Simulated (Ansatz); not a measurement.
System: C₂H₉ClOSi₂ (SMILES C[SiH2]C[SiH](O)Cl).

The calculation's input:

```
crystal:
  periodic: [false, false, false]
  atoms:
    - { symbol: C, position_ang: [-0.0723, -1.8025, 1.1862] }
    - { symbol: Si, position_ang: [1.1399, -0.5155, 0.6531] }
    - { symbol: C, position_ang: [0.4129, 1.1442, 0.2089] }
    - { symbol: Si, position_ang: [-0.3434, 0.9912, -1.3931] }
    - { symbol: O, position_ang: [-1.8484, 0.142, -1.3344] }
    - { symbol: Cl, position_ang: [-1.0099, 2.8602, -2.0015] }
    - { symbol: H, position_ang: [0.3861, -2.6735, 1.531] }
    - { symbol: H, position_ang: [-0.7465, -2.0135, 0.3425] }
    - { symbol: H, position_ang: [-0.7366, -1.3559, 2.0322] }
    - { symbol: H, position_ang: [2.0783, -0.315, 1.8154] }
    - { symbol: H, position_ang: [1.9616, -1.047, -0.4352] }
    - { symbol: H, position_ang: [-0.2134, 1.5021, 1.0237] }
    - { symbol: H, position_ang: [1.2071, 1.9023, 0.1348] }
    - { symbol: H, position_ang: [0.4078, 0.4371, -2.4484] }
    - { symbol: H, position_ang: [-2.645, 0.693, -1.2858] }
basis:
  gaussian: { orbitals: def2-SVP }
hamiltonian:
  xc: pbe
  dispersion: d4
relax:
  f_tol: 0.015
  max_steps: 40
output:
  orbitals: {}
```

Command:

```sh
ansatz run input.yaml --threads 2 --pin off --max-ram 3072MiB --backend cpu --events-out ev --progress --plain --runs-dir out
```

The fields are those of the relaxed geometry.

The calculation used RKS PBE-D4/def2-SVP in Ansatz 0.2.0.

Question: Predict the electron density and electron localisation function between the atoms.

Answer: C–Si (1.87 Å): ρ is about 0.95 e/Å³ halfway; the ELF peaks at about 0.95 between the atoms, as expected for localised, covalent bonding.
Si–Cl (2.10 Å): the density is about 0.8 e/Å³ at the midpoint; the ELF peaks at about 0.85 between the atoms; a polar covalent bond.
Si–H (1.51 Å): ρ is about 0.74 e/Å³ halfway; the ELF climbs to about 1 towards the hydrogen, as it does in any bond to H.

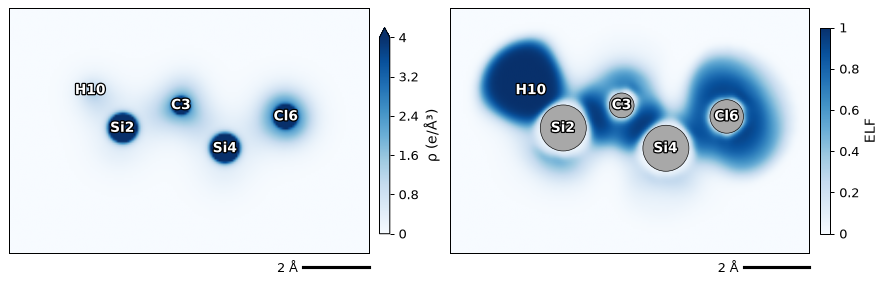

Computed electron density and electron localisation function on the plane of atoms Si2, C3 and Si4, in this order. Grey discs cover the atomic cores in the ELF map. 
